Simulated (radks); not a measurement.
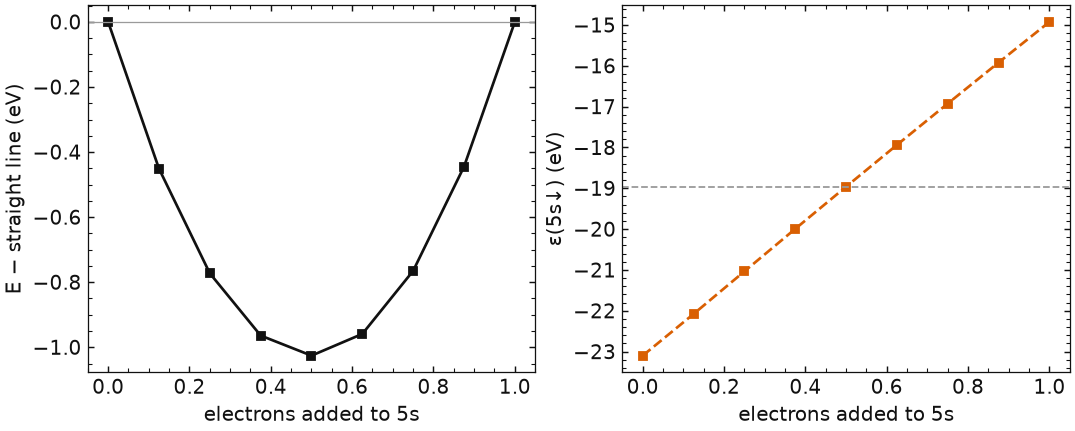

Method: scalar-relativistic Kohn-Sham, PBE, spin-polarised, spherical densities, point nucleus; computed with the in-house radial solver radks. The occupation of the 5s shell is varied from In²⁺ ([Kr] 4d10 5s1 (high spin)) to In⁺ ([Kr] 4d10 5s2), with spherical fractional occupations. The plot shows the total energy less the straight line between the end points, and the eigenvalue of 5s↓ (the dashed line is minus the energy to take the whole electron out).

Describe the curve.

Answer. The curve is convex (below the straight line), with the largest deviation among the points computed, −1.03 eV, at 0.5. The end points differ by 19.0 eV, the energy to take the electron out. The eigenvalue, which is the slope of the energy (Janak's theorem), moves from −23.1 eV at 0 to −14.9 eV at 1; for a straight line it would stay constant, and a parabola would sag by an eighth of this change, scaled to a whole electron, 1.02 eV. Convexity is the delocalisation error: fractional charges are too low in energy.
